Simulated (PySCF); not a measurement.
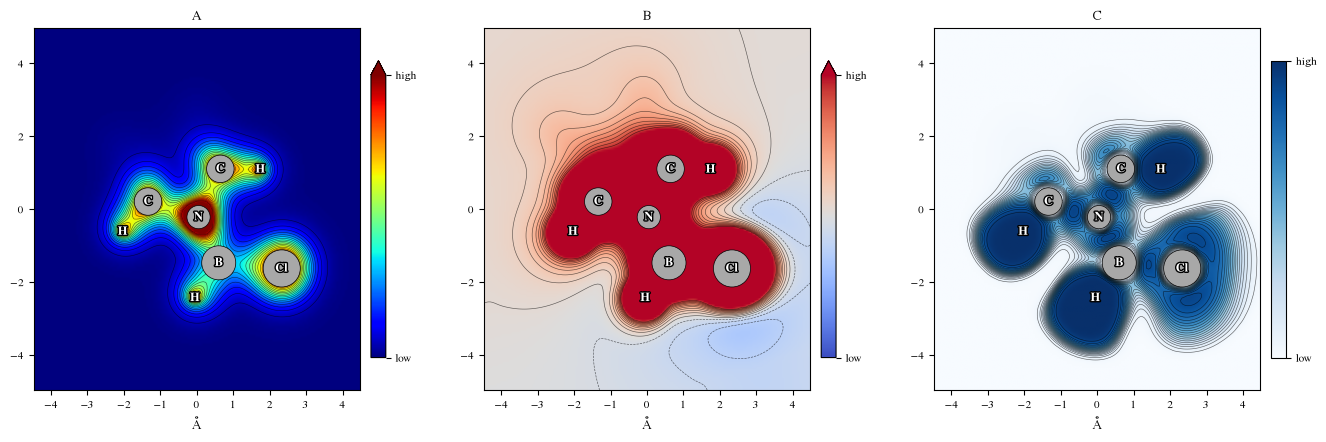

C6H11BClN: 3 fields on the plane of atoms Cl1, B2 and N3, with unlabelled colour scales. Grey discs cover the atomic cores.

Geometry: GFN2-xTB.

Level of theory: PBE0/pcSseg-1, SCF density, gas phase, non-relativistic (PySCF 2.14.0).

Match the panels to the quantities (electron density, electron localisation function and electrostatic potential).

Panel A: electron density. Panel B: electrostatic potential (strongly positive close to the atoms, with negative regions outside electron-rich atoms). Panel C: electron localisation function. From the grid: B–N (1.37 Å): ρ at the midpoint is about 2 e/Å³; the ELF peaks at about 0.95 between the atoms; a short, strongly polar bond. C–N (1.45 Å): the density is about 1.9 e/Å³ at the midpoint; the ELF peaks at about 0.90 between the atoms (a shared electron pair).
